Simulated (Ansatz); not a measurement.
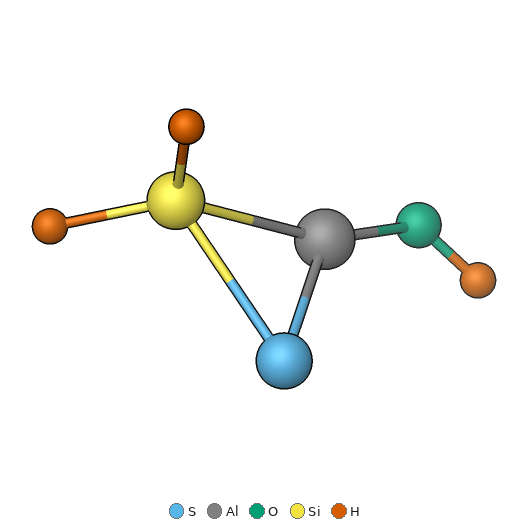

Every bond is drawn as one stick, whatever its order.

Question: Which formula does it have?

Answer: AlH₃OSSi, 7 atoms: 1 aluminium, 3 hydrogen, 1 oxygen, 1 sulfur and 1 silicon.

Question: How many sets of symmetry-equivalent atoms are there?

Answer: 6: 1 S, 1 Al, 1 O, 1 Si, 1 H, 2 H.

Question: Count the bonded pairs by element.

Answer: 2 Si–H, 1 Al–S, 1 O–H, 1 Al–O, 1 S–Si, 1 Al–Si. Sticks follow a distance rule.

Question: What is the point group of this geometry?

Answer: Cs.

More results for the same structure follow; atom numbers are the same in all pictures, views and colours differ. The geometry was computed by an optimisation with PBE0-D4/def2-TZVP. No frequency run is at hand to confirm it as a minimum.

Dipole moment

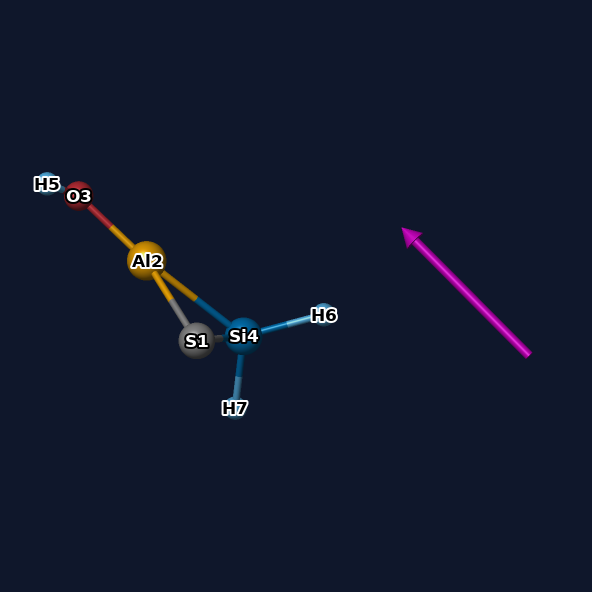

The arrow beside the molecule shows the direction of the dipole moment, from the negative to the positive end (its length means nothing). No frequency run is at hand to confirm it as a minimum. Level of theory: RKS PBE0-D4/def2-TZVP (Ansatz 0.2.0).

Question: How large is the dipole moment?

Answer: 1.62 D; it points from the side of H6, H7 to the side of H5 (the outermost atoms at the two ends).

Electronic properties

No frequency run is at hand to confirm it as a minimum. Level of theory: RKS PBE0-D4/def2-TZVPP (Ansatz 0.2.0).

What does the calculation give?

- HOMO energy (Kohn–Sham orbital): −6.67 eV
- LUMO energy (Kohn–Sham orbital): −1.41 eV
- HOMO–LUMO gap: 5.26 eV
- dispersion correction: −14.2 kJ/mol

Charges

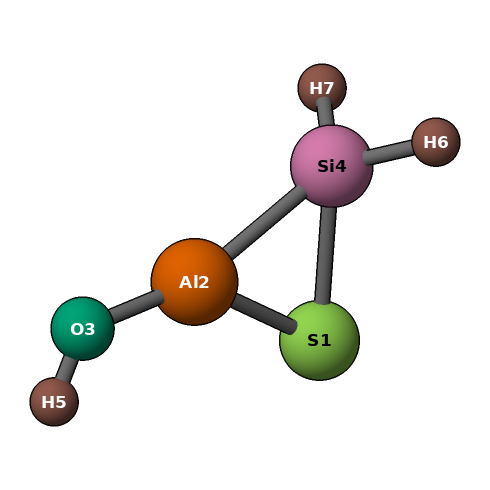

The questions are on Mulliken charges. No frequency run is at hand to confirm it as a minimum. Level of theory: RKS PBE0-D4/def2-TZVP (Ansatz 0.2.0).

Question: Which atom carries the highest charge (most positive or least negative)?

Answer: Al2 (0.48 e).

Question: And the lowest?

Answer: O3 (−0.53 e).

Give the Mulliken charges atom by atom.

```tsv
atom	value (e)
S1	−0.30
Al2	0.48
O3	−0.53
Si4	0.04
H5	0.33
H6	−0.01
H7	−0.01
```

Mulliken values depend strongly on the basis set and can even reverse the polarity of a bond.
